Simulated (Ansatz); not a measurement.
**B2Cl2F4: basis-set convergence**

Aim: see how fast density functionals converge with the basis set for B2Cl2F4.

The runs use Ansatz 0.2.0, Gaussian basis; one geometry, several basis sets.

Plan: PBE0-D4/def2-SVP; ωB97M-V/def2-SVP; PBE0-D4/def2-QZVPP; ωB97M-V/def2-QZVPP; the functionals' def2-TZVPP values are taken from earlier runs.

## (1) The geometry

An earlier PBE0-D4 in a triple-zeta def2 set relaxation fixed the geometry.

SMILES `F[B-]1(F)[Cl+][B-](F)(F)[Cl+]1`, 8 atoms, charge 0, spin multiplicity 1.

Atoms are counted from 1 here; the program's logs count them from 0.

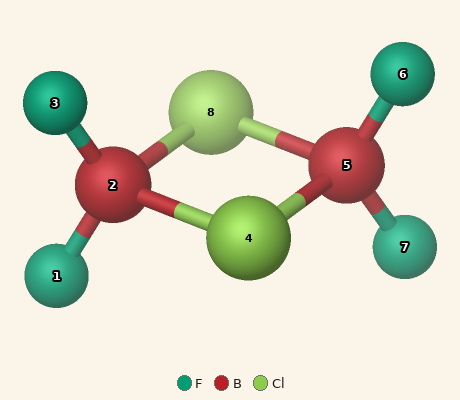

The structure; fluorine teal, boron red, chlorine green; atoms are numbered from 1 in the order of the file.

Geometry (Å):

| atom | x (Å) | y (Å) | z (Å) |
| --- | --- | --- | --- |
| F1 | 0.6003 | -2.1891 | 0.4686 |
| B2 | 0.7857 | -0.8915 | 0.6437 |
| F3 | 1.7426 | -0.4661 | 1.4514 |
| Cl4 | 0.9308 | 0.0153 | -1.1144 |
| B5 | -0.7858 | 0.8915 | -0.6437 |
| F6 | -0.5965 | 2.1881 | -0.4654 |
| F7 | -1.7438 | 0.4709 | -1.4524 |
| Cl8 | -0.9332 | -0.0190 | 1.1123 |

## (2) PBE0-D4 in def2-SVP

in.yaml

```yaml
crystal:
  periodic: [false, false, false]
  atoms:
    - {symbol: F, position_ang: [0.600273, -2.189125, 0.468568]}
    - {symbol: B, position_ang: [0.785743, -0.891532, 0.643680]}
    - {symbol: F, position_ang: [1.742568, -0.466135, 1.451377]}
    - {symbol: Cl, position_ang: [0.930782, 0.015299, -1.114431]}
    - {symbol: B, position_ang: [-0.785776, 0.891503, -0.643675]}
    - {symbol: F, position_ang: [-0.596481, 2.188128, -0.465405]}
    - {symbol: F, position_ang: [-1.743849, 0.470896, -1.452374]}
    - {symbol: Cl, position_ang: [-0.933249, -0.019034, 1.112281]}
basis:
  gaussian: {orbitals: def2-SVP}
hamiltonian: {xc: pbe0, dispersion: d4}
output: {orbitals: {seedname: orbitals}}
```

Run with:

```sh
$ ansatz run in.yaml --threads 4 --pin off --events-out ev --progress --plain --max-ram 11315MiB
```

Output:

```text
Functional definition: PBE0
  name "PBE0"
  cite "Adamo & Barone, J. Chem. Phys. 110, 6158 (1999) doi:10.1063/1.478522"
  cite "Perdew, Burke & Ernzerhof, Phys. Rev. Lett. 77, 3865 (1996) doi:10.1103/PhysRevLett.77.3865"
  parent pbe
  parameter a = 0.25
  parameter kappa = 0.804
  parameter beta = 0.06672455060314922
  exchange = (1 - a)*pbe_x(kappa = kappa, mu = beta*pi^2/3) + a*exact_x
  correlation = pbe_c(beta = beta)
1108 factors; integrals over basis functions are off by at most 8.9e-4 eV
mean field evaluation 1: about -37232.3249 eV, gradient 4.9e1 eV
mean field evaluation 2: about -37228.1864 eV, gradient 7.3e1 eV
mean field evaluation 4: about -37235.9800 eV, gradient 8.3e-1 eV
mean field evaluation 8: about -37236.2402 eV, gradient 4.5e-2 eV
mean field evaluation 16: about -37236.2402 eV, gradient 8.2e-6 eV
mean field -37236.24020166 eV, -1368.4065877808 hartree, gradient 8.2e-6 eV, S^2 0.000000; 0 other end points of the search recorded, 0 dependent functions left out
reference -37236.24022441 eV, -1368.4065886169 hartree; 40, 40 occupied and 80, 80 virtual orbitals, 1108 factors
Total energy: -37236.45551058 eV, -1368.4145002377 hartree
```

Run time: 1.6 s. Hardware: 4 threads of Arm Neoverse V2, shared host; peak memory 0.28 GiB.

## (3) ωB97M-V in def2-SVP

in.yaml, as its differences from that of step 2:

```diff
@@ -13,3 +13,3 @@
   gaussian: {orbitals: def2-SVP}
-hamiltonian: {xc: pbe0, dispersion: d4}
+hamiltonian: {xc: {name: wB97M-V}}
 output: {orbitals: {seedname: orbitals}}
```

Same command.

Output (excerpt; [...] marks lines left out):

```text
Functional definition: wB97M-V
  name "wB97M-V"
  cite "Mardirossian & Head-Gordon, J. Chem. Phys. 144, 214110 (2016) doi:10.1063/1.4952647"
  cite "Becke, J. Chem. Phys. 107, 8554 (1997) doi:10.1063/1.475007"
  cite "Vydrov & Van Voorhis, J. Chem. Phys. 133, 244103 (2010) doi:10.1063/1.3521275"
  # Of w^i u^j: cxij and so on, Table III.
[...]
  gx(w, u) = 1 - cx + cx01*u + cx10*w
  gss(w, u) = css00 + css04*u^4 + css10*w + css20*w^2 + css43*w^4*u^3
  gos(w, u) = cos00 + cos10*w + (cos20 + cos21*u)*w^2 + (cos60 + cos61*u)*w^6
[...]
      + integral(e_c_pw_mod_opposite_spin*gos(b97_w_opposite, b97_u_opposite)) + vv10(b, c)
1108 factors; integrals over basis functions are off by at most 8.9e-4 eV
239 factors; integrals over basis functions are off by at most 1.7e-6 eV
[...]
mean field -37252.61482968 eV, -1369.0083442614 hartree, gradient 3.5e-5 eV, S^2 0.000000; 0 other end points of the search recorded, 0 dependent functions left out
reference -37252.61486610 eV, -1369.0083455997 hartree; 40, 40 occupied and 80, 80 virtual orbitals, 1108 factors
Total energy: -37252.61486610 eV, -1369.0083455997 hartree
```

It took 6 s on 4 threads of Arm Neoverse V2, shared host; peak memory 0.4 GiB.

## (4) PBE0-D4 in def2-QZVPP

in.yaml, as its differences from that of step 3:

```diff
@@ -12,4 +12,4 @@
 basis:
-  gaussian: {orbitals: def2-SVP}
-hamiltonian: {xc: {name: wB97M-V}}
+  gaussian: {orbitals: "def2-QZVPP.json"}
+hamiltonian: {xc: pbe0, dispersion: d4}
 output: {orbitals: {seedname: orbitals}}
```

Launched as before.

Output:

```text
Functional definition: PBE0
  name "PBE0"
  cite "Adamo & Barone, J. Chem. Phys. 110, 6158 (1999) doi:10.1063/1.478522"
  cite "Perdew, Burke & Ernzerhof, Phys. Rev. Lett. 77, 3865 (1996) doi:10.1103/PhysRevLett.77.3865"
  parent pbe
  parameter a = 0.25
  parameter kappa = 0.804
  parameter beta = 0.06672455060314922
  exchange = (1 - a)*pbe_x(kappa = kappa, mu = beta*pi^2/3) + a*exact_x
  correlation = pbe_c(beta = beta)
1866 factors; their error is unknown
mean field evaluation 1: about -37256.4031 eV, gradient 5.7e1 eV
mean field evaluation 2: about -37251.2580 eV, gradient 8.6e1 eV
mean field evaluation 4: about -37260.7046 eV, gradient 1.8e0 eV
mean field evaluation 8: about -37260.7455 eV, gradient 4.4e-2 eV
mean field -37260.74547064 eV, -1369.3071398056 hartree, gradient 4.8e-5 eV, S^2 0.000000; 0 other end points of the search recorded, 0 dependent functions left out
reference -37260.74550483 eV, -1369.3071410621 hartree; 40, 40 occupied and 442, 442 virtual orbitals, 1866 factors
Total energy: -37260.96079100 eV, -1369.3150526830 hartree
```

It took 12 s on 4 threads of Arm Neoverse V2, shared host; peak memory 2.3 GiB.

## (5) ωB97M-V in def2-QZVPP

in.yaml, as its differences from that of step 4:

```diff
@@ -13,3 +13,3 @@
   gaussian: {orbitals: "def2-QZVPP.json"}
-hamiltonian: {xc: pbe0, dispersion: d4}
+hamiltonian: {xc: {name: wB97M-V}}
 output: {orbitals: {seedname: orbitals}}
```

The command is unchanged.

Output (excerpt; [...] marks lines left out):

```text
Functional definition: wB97M-V
  name "wB97M-V"
  cite "Mardirossian & Head-Gordon, J. Chem. Phys. 144, 214110 (2016) doi:10.1063/1.4952647"
  cite "Becke, J. Chem. Phys. 107, 8554 (1997) doi:10.1063/1.475007"
  cite "Vydrov & Van Voorhis, J. Chem. Phys. 133, 244103 (2010) doi:10.1063/1.3521275"
  # Of w^i u^j: cxij and so on, Table III.
[...]
  gx(w, u) = 1 - cx + cx01*u + cx10*w
  gss(w, u) = css00 + css04*u^4 + css10*w + css20*w^2 + css43*w^4*u^3
  gos(w, u) = cos00 + cos10*w + (cos20 + cos21*u)*w^2 + (cos60 + cos61*u)*w^6
[...]
      + integral(e_c_pw_mod_opposite_spin*gos(b97_w_opposite, b97_u_opposite)) + vv10(b, c)
1834 factors; their error is unknown
310 factors; integrals over basis functions are off by at most 8.0e-6 eV
[...]
mean field -37277.09892845 eV, -1369.9081182952 hartree, gradient 1.1e-5 eV, S^2 0.000000; 0 other end points of the search recorded, 0 dependent functions left out
reference -37277.09898516 eV, -1369.9081203793 hartree; 40, 40 occupied and 442, 442 virtual orbitals, 1834 factors
Total energy: -37277.09898516 eV, -1369.9081203793 hartree
```

Wall time 28 s (4 threads of Arm Neoverse V2, shared host); peak memory 2.6 GiB.

## (6) Density functionals: the series

The def2-TZVPP values come from earlier runs at the same geometry.

| functional | basis | functions | energy (eV) | from the largest (eV) | HOMO (eV) | LUMO (eV) |
| --- | --- | --- | --- | --- | --- | --- |
| PBE0-D4 | def2-SVP | 120 | -37236.4555 | 24.505 | -10.36 | -0.34 |
| PBE0-D4 | def2-TZVPP | 270 | -37259.6053 | 1.355 | -10.39 | -0.96 |
| PBE0-D4 | def2-QZVPP | 482 | -37260.9608 | 0.000 | -10.41 | -1.02 |
| ωB97M-V | def2-SVP | 120 | -37252.6149 | 24.484 | -12.64 | 2.06 |
| ωB97M-V | def2-TZVPP | 270 | -37275.8366 | 1.262 | -12.69 | 1.29 |
| ωB97M-V | def2-QZVPP | 482 | -37277.0990 | 0.000 | -12.73 | 1.18 |

## (7) Summary of results

| quantity | value |
| --- | --- |
| PBE0-D4: double and triple zeta above quadruple | 24.51, 1.36 eV |
| ωB97M-V: double and triple zeta above quadruple | 24.48, 1.26 eV |

PBE0-D4 gains 23.15 eV from double to triple zeta, then 1.36 eV more. These are total energies; as a rule much of such shifts cancels in differences, which this series doesn't test. The LUMO of ωB97M-V is positive and keeps falling with the basis (2.06 to 1.18 eV): an unbound level that the basis holds in place.

For PBE0-D4 the largest set took about 8 times as long as the smallest (12 s against 1.6 s).
